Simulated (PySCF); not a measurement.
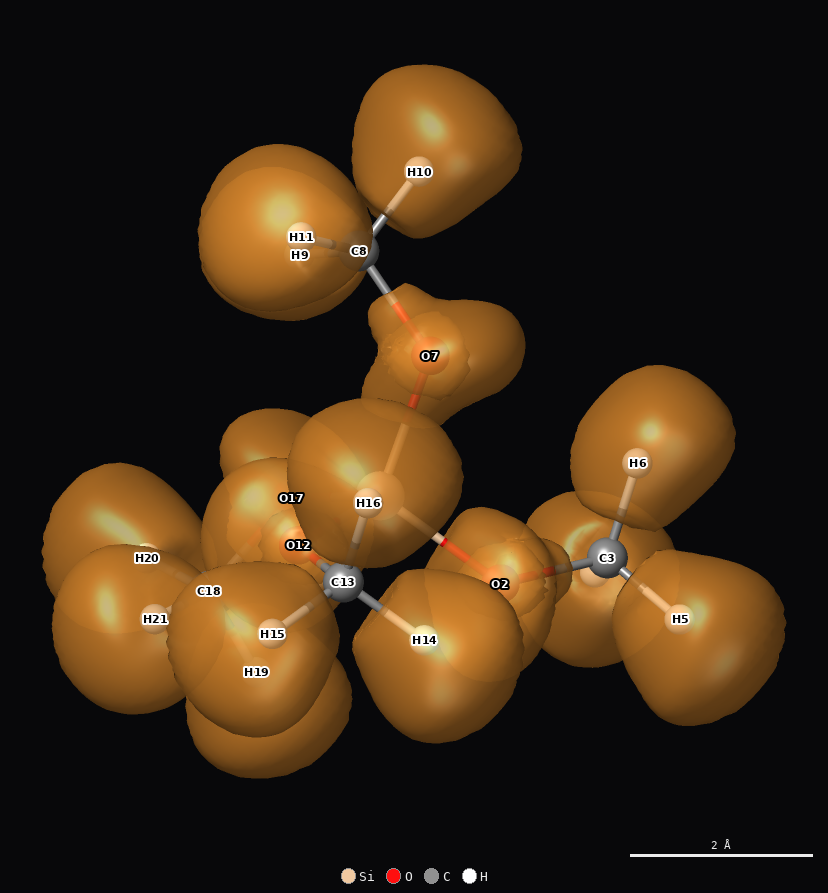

Figure 1: C4H12O4Si (SMILES CO[Si](OC)(OC)OC). Isosurface of the ELF at 0.75 (orange), seen at an oblique angle. Only the valence region is drawn (cores and ρ < 0.01 e/Å³ removed).

Geometry: PBE0-D3(BJ)/def2-SVP.

Method: wB97X-D/def2-SVPD, SCF density, gas phase in PySCF.

| atom | x (Å) | y (Å) | z (Å) |
| --- | --- | --- | --- |
| Si | -0.0130 | -0.0216 | 0.0096 |
| O | 0.1474 | -0.0359 | 1.6432 |
| C | 0.9666 | -0.9035 | 2.3797 |
| H | 0.5204 | -1.9105 | 2.4571 |
| H | 1.0819 | -0.5021 | 3.3980 |
| H | 1.9664 | -1.0028 | 1.9247 |
| O | 1.4901 | -0.2608 | -0.6086 |
| C | 1.7728 | -0.5398 | -1.9535 |
| H | 1.1110 | -1.3265 | -2.3535 |
| H | 2.8148 | -0.8853 | -2.0323 |
| H | 1.6615 | 0.3595 | -2.5847 |
| O | -0.7163 | 1.4090 | -0.3850 |
| C | -0.3976 | 2.6562 | 0.1713 |
| H | -0.2943 | 2.5981 | 1.2680 |
| H | -1.2033 | 3.3670 | -0.0675 |
| H | 0.5446 | 3.0543 | -0.2447 |
| O | -0.9733 | -1.1982 | -0.6149 |
| C | -2.3755 | -1.2018 | -0.5861 |
| H | -2.7581 | -1.4467 | 0.4204 |
| H | -2.7418 | -1.9680 | -1.2862 |
| H | -2.7908 | -0.2246 | -0.8847 |

### Identify the bonds, lone pairs and shells in this picture.

The ELF exceeds this value in twelve regions around hydrogen nuclei and four regions on O in which the atom's valence shell and bonds are merged. Along the contacts the grid gives the following. C–O (1.40 Å): the ELF peaks at about 0.90 between the atoms; a polar covalent bond. Si–O (1.64 Å): the ELF peaks at about 0.90 between the atoms, as expected for a polar covalent bond.
